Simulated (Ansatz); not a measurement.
# CH₆OSi···H₂: what the fields show

Input

```
crystal:
  periodic: [false, false, false]
  atoms:
    - { symbol: Si, position_ang: [-0.131852, 0.189595, 0.216338] }
    - { symbol: O, position_ang: [0.040745, 0.079619, 1.871606] }
    - { symbol: C, position_ang: [-1.086978, -0.233414, 2.651553] }
    - { symbol: H, position_ang: [-1.572005, -1.172654, 2.311548] }
    - { symbol: H, position_ang: [-0.7648, -0.373363, 3.697923] }
    - { symbol: H, position_ang: [-1.842769, 0.578502, 2.627738] }
    - { symbol: H, position_ang: [1.238247, 0.317431, -0.356741] }
    - { symbol: H, position_ang: [-0.961115, 1.394852, -0.12531] }
    - { symbol: H, position_ang: [-0.839972, -1.017222, -0.328358] }
    - { symbol: H, position_ang: [1.138693, -2.106406, 0.701171] }
    - { symbol: H, position_ang: [1.106806, -1.788942, 1.348932] }
basis:
  gaussian: { orbitals: def2-mTZVP }
hamiltonian:
  xc: lda
relax:
  f_tol: 0.03
  max_steps: 50
output:
  orbitals: {}
```

Command:

```sh
ansatz run input.yaml --threads 2 --pin off --max-ram 3072MiB --backend cpu --events-out ev --progress --plain --runs-dir out
```

The fields are those of the run's last geometry, not of the input's.

All numbers below come from Ansatz 0.2.0, RKS LDA/def2-mTZVP.

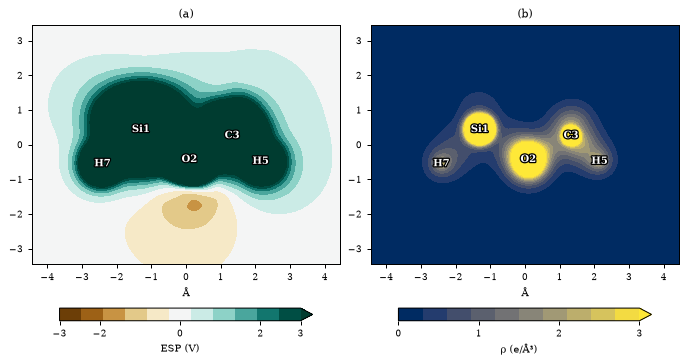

Figure 1. (a) molecular electrostatic potential; (b) total electron density on the plane of atoms O2, C3 and H5.

### Interpret the plot.

The plane passes through Si, O, C and H nuclei.
C–O (1.41 Å): ρ at the midpoint is about 2 e/Å³, with its minimum of 1.7 e/Å³ about 0.5 Å from C.
Si–O (1.66 Å): the density is about 1.2 e/Å³ at the midpoint.
C–H (1.10 Å): the density is about 2 e/Å³ at the midpoint.
Si–H (1.49 Å): ρ at the midpoint is about 0.8 e/Å³.
Outside the dense part of the complex the potential is most negative (−1.5 V) near O2.

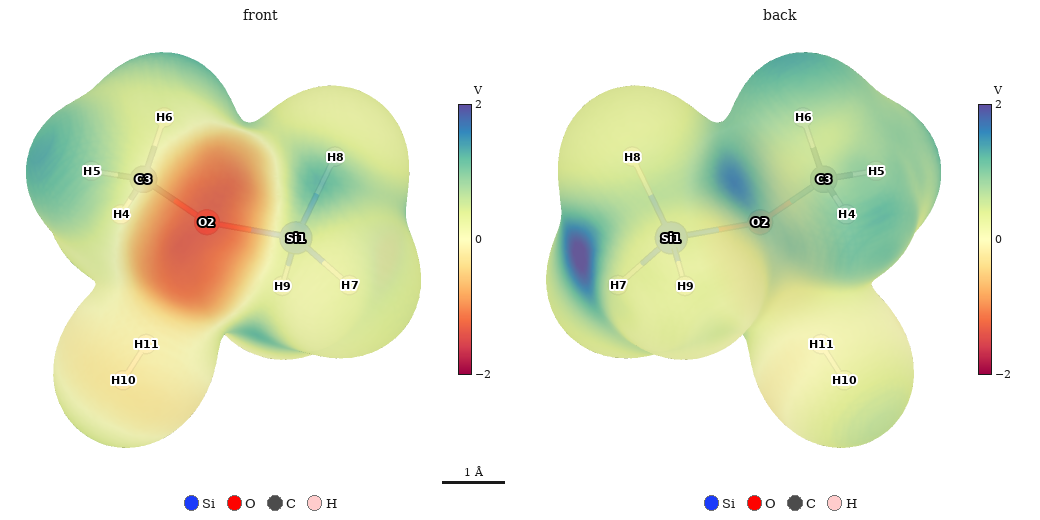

Figure 2. The molecular electrostatic potential painted on the density surface at 0.004 e/bohr³, seen from the front and from behind; red is negative and blue positive.

### Which sites attract a positive test charge, and which a negative one?

A positive charge is drawn to the negative regions and a negative charge to the positive ones. The most negative region (about −1.3 V) lies over O2, the most positive (about +1.9 V) over Si1. O2 is the likeliest acceptor of a hydrogen bond.

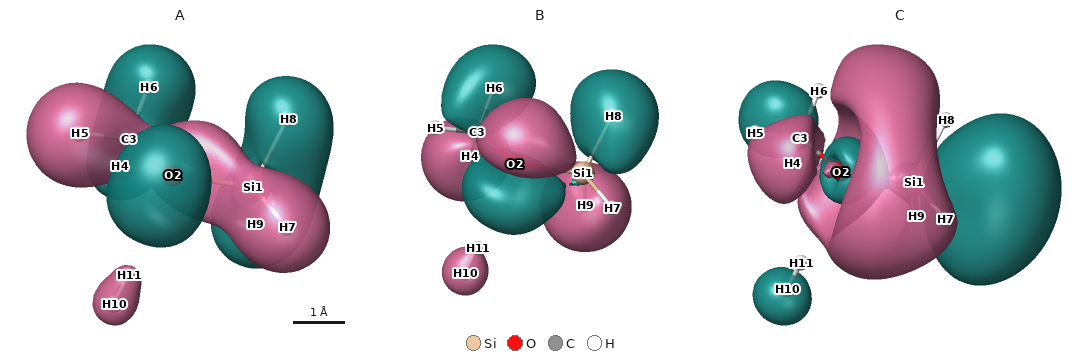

Figure 3. Three frontier orbitals at ±0.06 Å⁻³ᐟ² (teal and pink are the two phases), in no order.

### Order the three orbitals by energy and name them.

A is the HOMO−1 (−7.58 eV). By Hirshfeld shares it lies mainly on O2 (about 50 %), C3 (about 15 %), Si1 (about 15 %) and H5 (about 5 %). B is the HOMO (−6.82 eV). Its weight (Hirshfeld) is mainly on O2 (about 50 %), C3 (about 10 %), H9 (about 5 %), H8 (about 5 %) and H4 (about 5 %). C is the LUMO (−0.84 eV). It lies mainly on Si1 (about 55 %), O2 (about 10 %), C3 (about 5 %), H7 (about 5 %), H8 (about 5 %) and H9 (about 5 %).

### What is the HOMO–LUMO gap?

5.98 eV between the orbital energies.

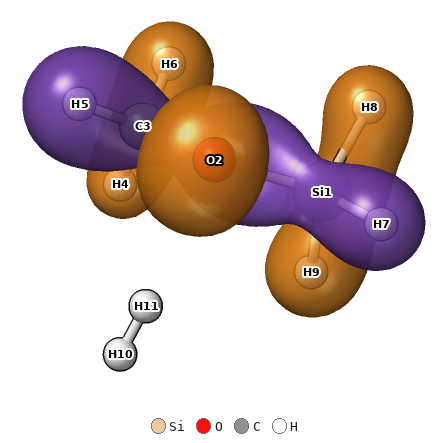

Figure 4. The HOMO−1 at ±0.1 Å⁻³ᐟ² (orange and purple are the two phases), seen at a tilt.

### Where does this orbital lie, and at what energy?

Its weight (Hirshfeld) is mainly on O2 (about 50 %), C3 (about 15 %), Si1 (about 15 %) and H5 (about 5 %). Its energy is −7.58 eV.
